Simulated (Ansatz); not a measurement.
System: Hf2ZrS6.

```cif
data_structure
_symmetry_space_group_name_H-M 'P 1'
_symmetry_Int_Tables_number 1
_cell_length_a 6.3443
_cell_length_b 6.3443
_cell_length_c 6.8055
_cell_angle_alpha 90.000
_cell_angle_beta 90.000
_cell_angle_gamma 120.000
_cell_volume 237.22
loop_
_atom_site_label
_atom_site_type_symbol
_atom_site_fract_x
_atom_site_fract_y
_atom_site_fract_z
_atom_site_occupancy
Zr1 Zr 0.00000 0.00000 0.00000 1
Hf1 Hf 0.33333 0.66667 0.00000 1
Hf2 Hf 0.66667 0.33333 0.00000 1
S1 S 0.66430 0.00000 0.78736 1
S2 S 0.33570 0.33570 0.78736 1
S3 S 0.00000 0.66430 0.78736 1
S4 S 0.33570 0.00000 0.21264 1
S5 S 0.00000 0.33570 0.21264 1
S6 S 0.66430 0.66430 0.21264 1
```

Space group P-31m; a structure generated by program, which may or may not match a known phase.

All numbers below come from DFT PBE, scalar-relativistic, plane waves, PAW (Ansatz).

### What can the converged valence pseudo-density and electron localisation function tell about the bonding?

Hf–S (2.56 Å): the density is about 0.45 e/Å³ at the midpoint; the ELF peaks at about 0.85 in the valence shell of S, 0.8 Å from its nucleus, and is about 0.40 at the midpoint.
Bader's partition of the density gives Zr +2.10, Hf +2.14 and S −1.06 e.

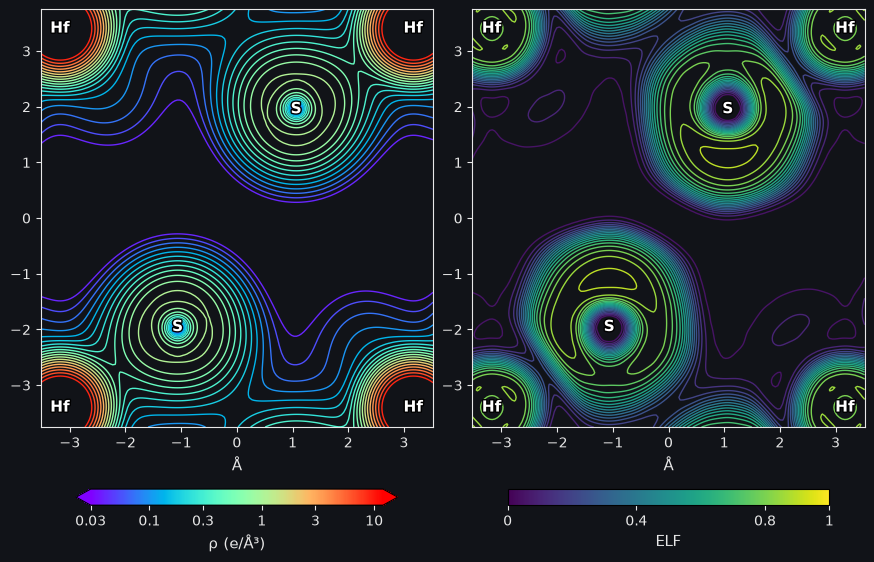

Computed valence pseudo-density and electron localisation function on the (010) plane of the conventional cell, in this order. 
